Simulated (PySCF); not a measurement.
**SiH4 (SMILES [SiH4]) at CCSDTQ/STO-3G**

What is the energy change on altering one bond length of SiH4 at CCSDTQ/STO-3G? 

The results are computed with PySCF 2.14.0.

9 further runs of the same task are left out: 9 set aside as unsound or not needed.

### Step 1. The system as given

SiH4: 5 atoms, total charge 0, spin state singlet. SMILES: `[SiH4]`. Geometry: relaxed at PBE0-D4/def2-TZVP.

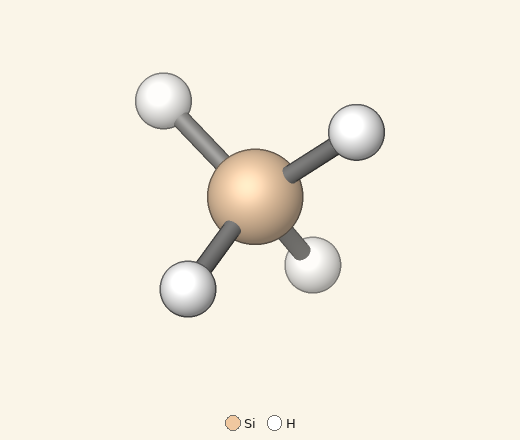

Viewed from a chosen angle; silicon light orange, hydrogen white.

### Step 2. A single-point energy at CCSDTQ/STO-3G

mol.xyz reads:

```xyz
5
H4Si
Si     0.000000     0.000000    -0.000100
H      0.967600    -0.688400     0.890900
H     -1.331000     0.044900     0.656000
H     -0.105100    -0.740300    -1.282600
H      0.468500     1.383800    -0.264200
```

calc.py reads:

```python
from pyscf import gto, cc

mol = gto.Mole()
mol.atom = 'mol.xyz'
mol.max_memory = 1860
mol.basis = 'sto-3g'
mol.verbose = 3
mol.charge = 0
mol.build()

mf = mol.RHF()
mf.conv_tol = 1e-10
mf.kernel()
if not mf.converged:
    mf = mf.newton().run(mf.mo_coeff, mf.mo_occ)

mycc = cc.CCSDTQ(mf, frozen=5)
mycc.kernel()
e_tot = mycc.e_tot
print('Final energy', e_tot)
```

Run with:

```sh
$ OMP_NUM_THREADS=1 python calc.py
```

The log of the run:

```text
converged SCF energy = -287.909069067248
_make_eris_incore_RCCSDTQ

WARN: A large `blksize` is being used, which may cause large memory consumption
      for storing contraction intermediates. If memory is sufficient, consider using
      `pyscf.cc.rccsdtq_highm.RCCSDTQ` instead.

RCCSDTQ converged
E(RCCSDTQ) = -287.9801634833944   E_corr = -0.07109441614686758
E_corr(same-spin) = -0.000301627501686062
E_corr(oppo-spin) = -0.0707927886451815
Final energy -287.9801634833944
```

Wall time 1.5 s (1 thread of Arm Neoverse V1, shared host); peak memory 0.12 GiB.

### Step 3. The distorted shape, same level

job.py reads:

```python
from pyscf import gto, scf, cc

mol = gto.M(
    atom='''
Si    -0.093712    -0.276795     0.052727
H      0.873888    -0.965195     0.943727
H     -1.424712    -0.231895     0.708827
H     -0.198812    -1.017095    -1.229773
H      0.468500     1.383800    -0.264200
''',
    verbose=4,
    max_memory=1860,
    basis='sto-3g',
)

mf = scf.RHF(mol)
mf.conv_tol = 1e-10
mf.kernel()
if not mf.converged:
    mf = mf.newton().run(mf.mo_coeff, mf.mo_occ)

mycc = cc.CCSDTQ(mf, frozen=5)
mycc.kernel()
energy = mycc.e_tot
print('E = %.10f Eh' % energy)
```

Run with:

```sh
$ OMP_NUM_THREADS=1 python job.py
```

The log of the run:

```text
PySCF version 2.14.0

[INPUT] num. atoms = 5
[INPUT] num. electrons = 18
[INPUT] charge = 0
[INPUT] spin (= nelec alpha-beta = 2S) = 0
[INPUT] symmetry False subgroup None
[INPUT] Mole.unit = angstrom
[INPUT] Symbol           X                Y                Z      unit          X                Y                Z       unit  Magmom
[INPUT]  1 Si    -0.093712000000  -0.276795000000   0.052727000000 AA   -0.177090014585  -0.523066742649   0.099639589370 Bohr   0.0
[INPUT]  2 H      0.873888000000  -0.965195000000   0.943727000000 AA    1.651408983544  -1.823954206800   1.783385566357 Bohr   0.0
[INPUT]  3 H     -1.424712000000  -0.231895000000   0.708827000000 AA   -2.692315486381  -0.438218039656   1.339488899697 Bohr   0.0
[INPUT]  4 H     -0.198812000000  -1.017095000000  -1.229773000000 AA   -0.375700230277  -1.922030992665  -2.323934165385 Bohr   0.0
[INPUT]  5 H      0.468500000000   1.383800000000  -0.264200000000 AA    0.885336689359   2.615003011173  -0.499265642110 Bohr   0.0

nuclear repulsion = 20.3780535816417
number of shells = 9
number of NR pGTOs = 39
number of NR cGTOs = 13
basis = sto-3g
ecp = {}

******** <class 'pyscf.scf.hf.RHF'> ********
method = RHF
initial guess = minao
damping factor = 0
level_shift factor = 0
DIIS = <class 'pyscf.scf.diis.CDIIS'>
diis_start_cycle = 1
diis_space = 8
diis_damp = 0
SCF conv_tol = 1e-10
SCF conv_tol_grad = None
SCF max_cycles = 50
direct_scf = True
direct_scf_tol = 1e-13
Set gradient conv threshold to 1e-05
Initial guess from minao.
init E= -287.164617738665
  HOMO = -0.313146699728424  LUMO = 0.255883483273216  gap/eV = 15.48410
cycle= 1 E= -287.858433199809  delta_E= -0.694  |g|= 0.0873  |ddm|= 1.99
  HOMO = -0.359510649165392  LUMO = 0.380025781841687  gap/eV = 20.12381
cycle= 2 E= -287.862908697028  delta_E= -0.00448  |g|= 0.0209  |ddm|= 0.172
  HOMO = -0.362689003842723  LUMO = 0.382326322330317  gap/eV = 20.27290
cycle= 3 E= -287.863160237006  delta_E= -0.000252  |g|= 0.00284  |ddm|= 0.046
  HOMO = -0.363273069144252  LUMO = 0.381760717594294  gap/eV = 20.27340
cycle= 4 E= -287.863164528952  delta_E= -4.29e-06  |g|= 0.000118  |ddm|= 0.00627
  HOMO = -0.363142909947287  LUMO = 0.381863012148345  gap/eV = 20.27264
cycle= 5 E= -287.863164536462  delta_E= -7.51e-09  |g|= 9.02e-06  |ddm|= 0.00026
  HOMO = -0.363138036152825  LUMO = 0.381871380412964  gap/eV = 20.27274
cycle= 6 E= -287.863164536507  delta_E= -4.51e-11  |g|= 5.26e-07  |ddm|= 2.04e-05
  HOMO = -0.363138132443194  LUMO = 0.381871073201995  gap/eV = 20.27273
Extra cycle  E= -287.863164536507  delta_E= 5.68e-14  |g|= 1.06e-07  |ddm|= 9.17e-07
converged SCF energy = -287.863164536507

******** <class 'pyscf.cc.rccsdtq.RCCSDTQ'> ********
RCCSDTQ nocc = 4, nmo = 8
Allocating only the i<=j<=k<=l part of the T4 amplitude in memory
frozen orbitals 5
max_cycle = 50
conv_tol = 1e-07
conv_tol_normt = 1e-06
diis with the T4 amplitude
diis_space = 6
diis_start_cycle = 0
diis_start_energy_diff = 1e+09
einsum_backend: numpy
_make_eris_incore_RCCSDTQ
blksize  4

WARN: A large `blksize` is being used, which may cause large memory consumption
      for storing contraction intermediates. If memory is sufficient, consider using
      `pyscf.cc.rccsdtq_highm.RCCSDTQ` instead.

Approximate memory usage estimate
    T4 memory                70.0 KB
    R4 memory                70.0 KB
    Symmetrized T4 memory    80.0 KB
    ERIs memory              32.0 KB
    T1-ERIs memory           32.0 KB
    Intermediates memory     64.0 KB
Init t2, MP2 energy = -287.916127695742  E_corr(MP2) -0.052963159235
Init E_corr(RCCSDTQ) = -0.0529631592350762
cycle =  1  E_corr(RCCSDTQ) = -0.070999999467  dE = -1.803684023194e-02  norm(d tamps) = 6.27492781e-02
cycle =  2  E_corr(RCCSDTQ) = -0.077892423420  dE = -6.892423953304e-03  norm(d tamps) = 2.55859655e-02
cycle =  3  E_corr(RCCSDTQ) = -0.082572350666  dE = -4.679927246042e-03  norm(d tamps) = 1.09113687e-02
cycle =  4  E_corr(RCCSDTQ) = -0.082633215117  dE = -6.086445033866e-05  norm(d tamps) = 1.24938476e-03
cycle =  5  E_corr(RCCSDTQ) = -0.082657734339  dE = -2.451922234757e-05  norm(d tamps) = 2.28296854e-04
cycle =  6  E_corr(RCCSDTQ) = -0.082657636300  dE =  9.803941485031e-08  norm(d tamps) = 4.91160776e-05
cycle =  7  E_corr(RCCSDTQ) = -0.082657281570  dE =  3.547299111811e-07  norm(d tamps) = 1.26766909e-05
cycle =  8  E_corr(RCCSDTQ) = -0.082657486176  dE = -2.046058596300e-07  norm(d tamps) = 2.97524485e-06
cycle =  9  E_corr(RCCSDTQ) = -0.082657449364  dE =  3.681124269295e-08  norm(d tamps) = 1.07936564e-06
cycle = 10  E_corr(RCCSDTQ) = -0.082657390949  dE =  5.841508944615e-08  norm(d tamps) = 2.85318046e-07
RCCSDTQ converged
E(RCCSDTQ) = -287.9458219274564   E_corr = -0.08265739094924883
E_corr(same-spin) = -0.00040484981167933
E_corr(oppo-spin) = -0.0822525411375695
E = -287.9458219275 Eh
```

Run time: 1.4 s. Hardware: 1 thread of Arm Neoverse V1, shared host; peak memory 0.11 GiB.

### Step 4. Outcome

At CCSDTQ/STO-3G, 5 core orbitals frozen:

| quantity | value |
| --- | --- |
| first shape: total energy | -287.98016 Eh |
| first shape: dipole moment (Hartree–Fock density) | 0.00 D |
| first shape: HOMO energy (Hartree–Fock orbitals) | -11.44 eV |
| first shape: LUMO energy (Hartree–Fock orbitals) | 14.05 eV |
| first shape: HOMO–LUMO gap (Hartree–Fock orbitals) | 25.49 eV |
| first shape: correlation energy (5 core orbitals frozen) | -71.1 mEh |
| first shape: T1 diagnostic | 0.003 |
| distorted shape: total energy | -287.94582 Eh |
| distorted shape: dipole moment (Hartree–Fock density) | 0.25 D |
| distorted shape: HOMO energy (Hartree–Fock orbitals) | -9.88 eV |
| distorted shape: LUMO energy (Hartree–Fock orbitals) | 10.39 eV |
| distorted shape: HOMO–LUMO gap (Hartree–Fock orbitals) | 20.27 eV |
| distorted shape: correlation energy (5 core orbitals frozen) | -82.7 mEh |
| distorted shape: T1 diagnostic | 0.004 |
| energy change with the Si1–H5 bond stretched from 1.485 to 1.782 Å | 0.934 eV |

With the Si1–H5 bond stretched from 1.485 to 1.782 Å the energy rises by 0.93 eV (90.2 kJ/mol). The first shape isn't relaxed at this level, so the change isn't measured from a minimum. The minimal basis adds a large error of its own. Mulliken charges (first shape) of the mean-field density run from -0.16 on H2 to +0.62 on Si1; they depend strongly on the basis. Mulliken charges (distorted shape) of the mean-field density run from -0.15 on H5 to +0.61 on Si1; they depend strongly on the basis.
